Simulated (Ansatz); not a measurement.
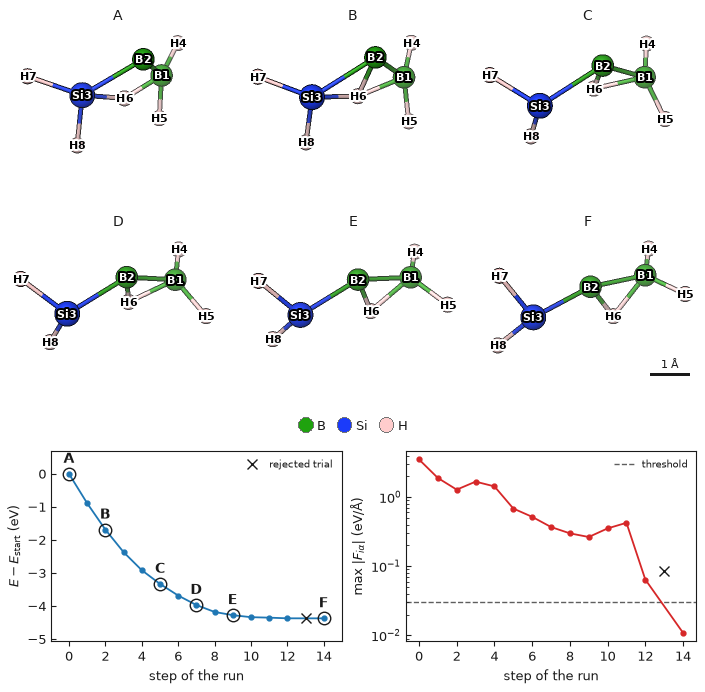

Frames of a relaxation of B$_{2}$SiH$_{5}$ (charge −1), marked on the history of the run. The picture is a ball-and-stick view, seen at a tilt.

It is one of the separated reactants of a reaction.

Computed with Ansatz, RKS PBE-D4/def2-SVPD. Settings: force threshold 0.03 eV/Å; at most 250 steps.

### Describe the path.

Over 13 accepted moves (14 points after the start) the energy falls by 4.368 eV. Largest force component: 3.5 eV/Å at the start, 0.011 eV/Å at the end. The line search rejected the trial step at point 13 of the run. The largest move after the best rigid fit is that of H5, 1.85 Å. By element the largest moves are H 1.85 Å, B 1.24 Å, Si 0.72 Å. Some distances before and after: Si3–H6 1.472 → 2.819 Å, B1–Si3 2.420 → 3.480 Å, B2–H6 1.733 → 1.389 Å, B1–H6 1.150 → 1.402 Å. Bonds break, among them: Si3–H6 (1.47 → 2.82 Å). Among the angles between lasting bonds that change: B1–B2–Si3 87.3° → 164.8°, H5–B1–H6 62.7° → 106.9°, H4–B1–H6 138.0° → 105.4°. From step 0 to 2: H5 moves most (0.39 Å), energy −1.687 eV. From step 2 to 5: H5 moves most (0.58 Å), energy −1.640 eV. From step 5 to 7: H5 moves most (0.39 Å), energy −0.638 eV. From step 7 to 9: H atoms move most (0.38 Å), energy −0.307 eV. From step 9 to 14: H8 moves most (0.35 Å), energy −0.096 eV.
